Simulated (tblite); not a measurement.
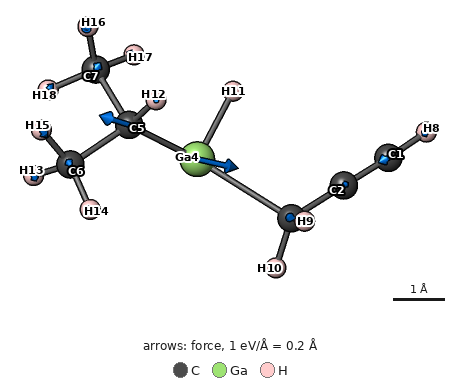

Starting geometry of C₆H₁₁Ga with the computed forces as blue arrows. A ball-and-stick model, seen at a tilt.

Method: GFN2-xTB geometry optimisation, gas phase in tblite 0.8.0. 

### What follows when this structure is relaxed?

It isn't relaxed: the largest force vector, on the Ga atom, is 4.56 eV/Å. The final displacements have little in common with the starting forces (cosine between the two patterns 0.18). The largest moves after the best rigid fit, 1.07 Å, are those of H atoms. Largest moves by element: H 1.07 Å, Ga 0.83 Å, C 0.54 Å. Some distances before and after: C–Ga 1.849 → 2.085 Å, C–Ga 2.196 → 2.078 Å, Ga–H 1.660 → 1.607 Å, C–H 1.133 → 1.091 Å. Among the angles between lasting bonds that change: C–Ga–H 95.9° → 116.0°, Ga–C–C 127.0° → 110.0°, C–Ga–C 139.3° → 126.6°. Groups turn about C–C by about 25°. The energy falls by 122.8 kJ/mol in 178 geometry steps.
